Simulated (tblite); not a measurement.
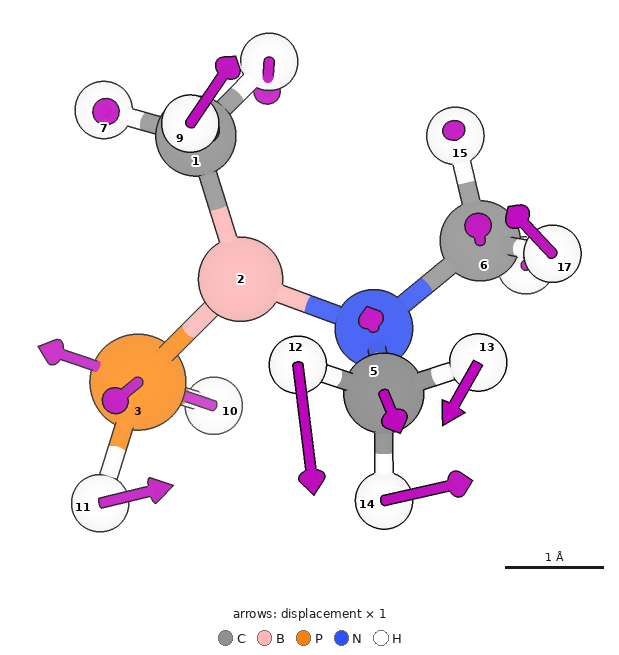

A relaxation of C₃H₁₁BNP. The starting structure is drawn; purple arrows show the displacements, at their true length. The two geometries are superimposed by the best rigid fit.

The picture is a ball-and-stick view, seen at a tilt.

All numbers below come from GFN2-xTB geometry optimisation, gas phase (tblite). 

**Atoms of which element are displaced furthest, and by how much?**

Hydrogen: up to 2.43 Å, against 1.36 Å for phosphorus.

**What happened in the run?**

The energy falls by 224.4 kJ/mol in 154 geometry steps. An H atom moves most after the best rigid fit: 2.43 Å. By element the largest moves are H 2.43 Å, P 1.36 Å, C 0.73 Å, N 0.38 Å, B 0.16 Å. Near-neighbour distances that change, for instance: B–N 1.496 → 1.385 Å, H–P 1.455 → 1.386 Å, C–H 1.123 → 1.090 Å, B–P 1.956 → 1.935 Å. Among the angles between lasting bonds that change: H–P–H 112.1° → 92.6°, B–P–H 110.0° → 96.9°, B–P–H 107.8° → 96.4°.
